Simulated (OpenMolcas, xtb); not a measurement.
How methods differ on AlGeNH4O (SMILES [NH2][GeH]1[O][AlH]1)

AlGeNH4O has 8 atoms, charge 0, and is taken as a singlet. SMILES: `[NH2][GeH]1[O][AlH]1`. The coordinates come from a PBE0-D4/def2-TZVP relaxation. This is one conformer, not always the lowest.

Quantity: the HOMO–LUMO gap, in eV. The values are calculated.

```json
{"level": "GFN1-xTB", "kind": "semi-empirical", "program": "xtb", "value (eV)": "2.63"}
{"level": "HF/6-31G* (spherical functions)", "kind": "Hartree–Fock", "program": "OpenMolcas", "value (eV)": "10.06"}
{"level": "HF/6-31G* (RICD fitting, Cartesian functions)", "kind": "Hartree–Fock", "program": "OpenMolcas", "value (eV)": "10.06"}
{"level": "SVWN5/6-31G* (spherical functions)", "kind": "LDA", "program": "OpenMolcas", "value (eV)": "3.07"}
{"level": "BLYP/6-31G* (spherical functions)", "kind": "GGA", "program": "OpenMolcas", "value (eV)": "3.13"}
{"level": "revPBE/6-31G* (spherical functions)", "kind": "GGA", "program": "OpenMolcas", "value (eV)": "3.17"}
{"level": "M06-L/6-31G* (spherical functions)", "kind": "meta-GGA", "program": "OpenMolcas", "value (eV)": "3.69"}
{"level": "B3LYP/6-31G* (spherical functions)", "kind": "global hybrid", "program": "OpenMolcas", "value (eV)": "4.60"}
{"level": "B2PLYP/6-31G* (spherical functions)", "kind": "double hybrid", "program": "OpenMolcas", "value (eV)": "6.90"}
```

All-electron rows without a relativistic Hamiltonian named are non-relativistic. The values span 2.63 to 10.06 eV. Orbital gaps aren't excitation energies, and those of double hybrids come from the SCF part alone; they tend to grow with the share of exact exchange.

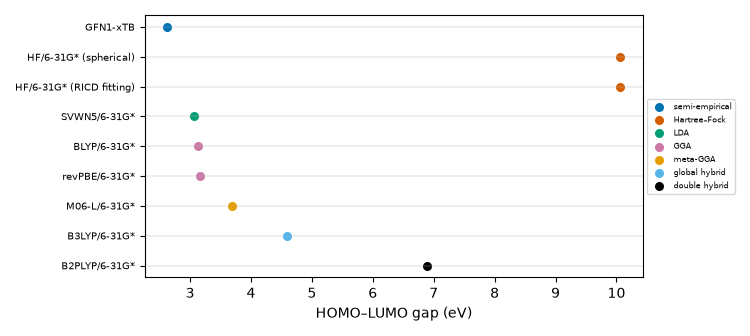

The values of the table, level by level.
